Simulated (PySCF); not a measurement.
C₅H₈O₂, SMILES `CC(=O)CC(C)=O`.

Method: r2SCAN/def2-SVPD; geometry: GFN2-xTB; program: PySCF. No frequency check shows the geometry to be a minimum.

Coordinates in Å:

```
C1      -1.9659    0.8905   -0.2918
C2      -1.1645   -0.3131    0.1007
O3      -1.3621   -1.4276   -0.3076
C4      -0.0002    0.0003    1.0320
C5       1.1645    0.3130    0.1007
C6       1.9660   -0.8906   -0.2916
O7       1.3621    1.4275   -0.3077
H8      -1.2880    1.6793   -0.6146
H9      -2.5209    1.2559    0.5706
H10     -2.6627    0.6430   -1.0881
H11     -0.2253    0.8714    1.6435
H12      0.2253   -0.8713    1.6436
H13      1.2881   -1.6795   -0.6144
H14      2.5209   -1.2559    0.5707
H15      2.6627   -0.6431   -1.0880
```

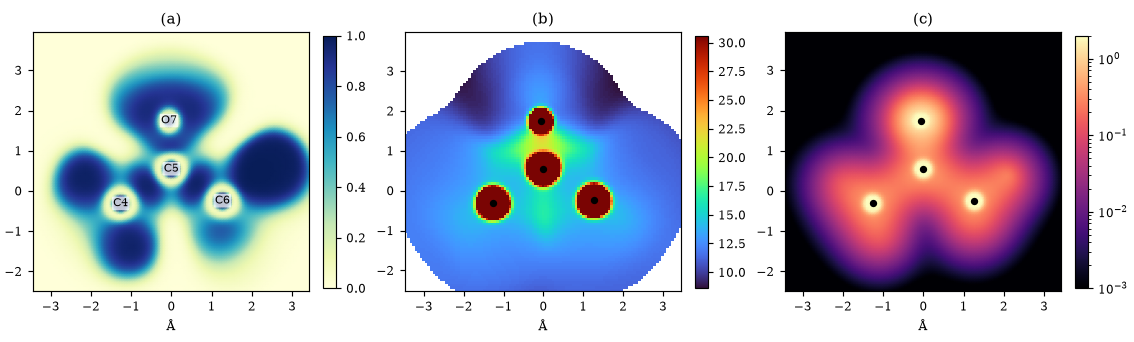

Three fields in the plane of C4, C5, C6 and O7.

### The panels show, in some order, the electron density, average local ionisation energy and electron localisation function (ELF). Which is which?

(a) is the electron localisation function (ELF): it runs from 0 to 1 and is close to 1 over wide basins that fill the valence regions. (b) is the average local ionisation energy: it is high near the heavier nuclei and lowest where loosely bound electrons reach out. (c) is the electron density: it is positive everywhere and peaks at the nuclei.
